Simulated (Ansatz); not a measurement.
**ClH4InSi: density, localisation and related maps**

Input

```
crystal:
  periodic: [false, false, false]
  atoms:
    - {symbol: In, position_ang: [-0.491950, -1.276141, 0.185405]}
    - {symbol: Si, position_ang: [0.604837, 0.987875, -0.293914]}
    - {symbol: H, position_ang: [-0.177918, -2.915068, -0.213228]}
    - {symbol: Cl, position_ang: [-2.428051, -1.086082, 1.508733]}
    - {symbol: H, position_ang: [0.661728, 1.214272, -1.763459]}
    - {symbol: H, position_ang: [1.996504, 0.990446, 0.232599]}
    - {symbol: H, position_ang: [-0.165151, 2.084597, 0.343764]}
basis:
  gaussian: {orbitals: def2-TZVPP}
hamiltonian: {xc: pbe0, dispersion: d4}
output: {orbitals: {seedname: orbitals}}
```

Command:

```sh
ansatz run in.yaml --threads 4 --pin off --events-out ev --progress --plain --max-ram 9574MiB
```

The reactant side of a reaction path; geometry: PBE0-D4/def2-TZVP; core potentials replace the inner electrons of In.

Method: RKS PBE0-D4/def2-TZVPP in Ansatz 0.2.0.

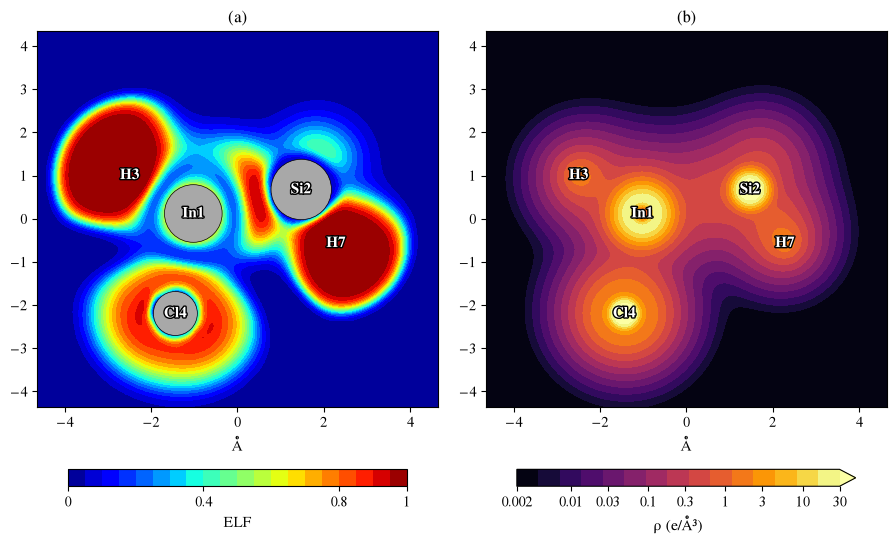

Figure 1. (a) electron localisation function; (b) electron density on the plane of atoms Si2, In1 and H3. Grey discs cover the atomic cores in the ELF map.

Question: What does the map show?

Answer: The section cuts through In, Si, H and Cl sites.
In–Cl (2.35 Å): ρ at the midpoint is about 0.56 e/Å³; the ELF peaks at about 0.80 in the valence shell of Cl, 0.8 Å from its nucleus, and drops to about 0.15 between the two atoms.
In–Si (2.56 Å): ρ at the midpoint is about 0.48 e/Å³; the ELF peaks at about 0.95 between the atoms (a shared electron pair).
Si–H (1.48 Å): ρ is about 0.81 e/Å³ halfway; the ELF climbs to about 1 towards the hydrogen, as it does in any bond to H.
In–H (1.72 Å): the density is about 1.2 e/Å³ at the midpoint; the ELF climbs to about 1 towards the hydrogen.
The ELF also peaks beside Cl4, away from the bonds: lone-pair regions.

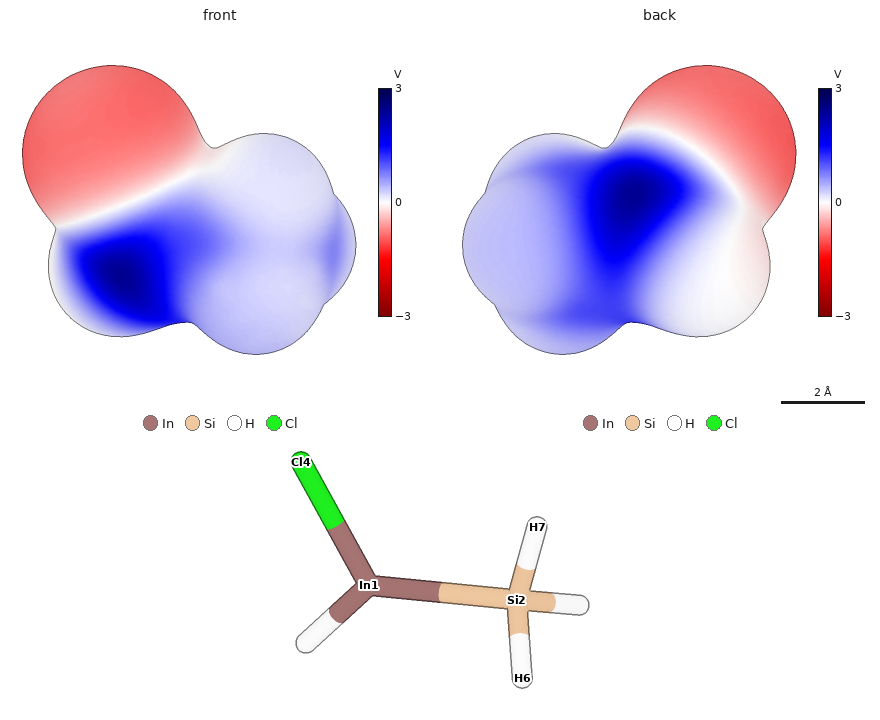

Figure 2. The electrostatic potential painted on the density surface at 0.001 e/bohr³, seen from the front and from behind; red is negative and blue positive. The bare structure is drawn below in the same view.

Question: Where is the surface potential most negative and most positive?

Answer: The most negative region (about −0.9 V) lies over Cl4, the most positive (about +2.4 V) over In1.

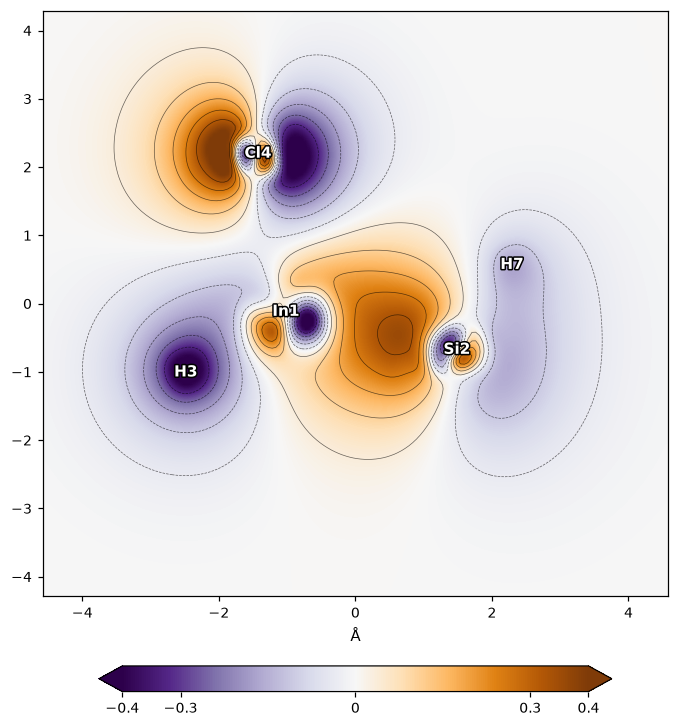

Figure 3. The HOMO on the plane of atoms Si2, In1 and Cl4 (values in Å⁻³ᐟ²; the overall sign is arbitrary).

Question: Describe this orbital and give its energy.

Answer: Its weight (Hirshfeld) is mainly on Cl4 (about 30 %), Si2 (about 25 %), In1 (about 25 %) and H3 (about 15 %). Its energy is −7.71 eV.

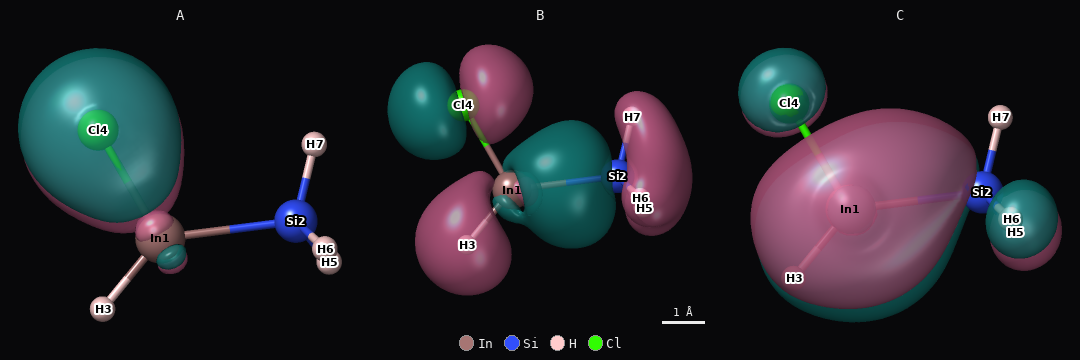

Figure 4. Three frontier orbitals at ±0.06 Å⁻³ᐟ² (teal and pink are the two phases), in no order.

Question: Order the three orbitals by energy and name them.

Answer: A is the HOMO−1 (−8.64 eV). Its weight (Hirshfeld) is mainly on Cl4 (about 90 %) and In1 (about 10 %); largely a lone pair of Cl4. B is the HOMO (−7.71 eV). It lies mainly on Cl4 (about 30 %), Si2 (about 25 %), In1 (about 25 %) and H3 (about 15 %). C is the LUMO (−2.16 eV). It lies mainly on In1 (about 70 %), Si2 (about 15 %) and Cl4 (about 5 %).

Question: What is the HOMO–LUMO gap?

Answer: 5.55 eV between the orbital energies.
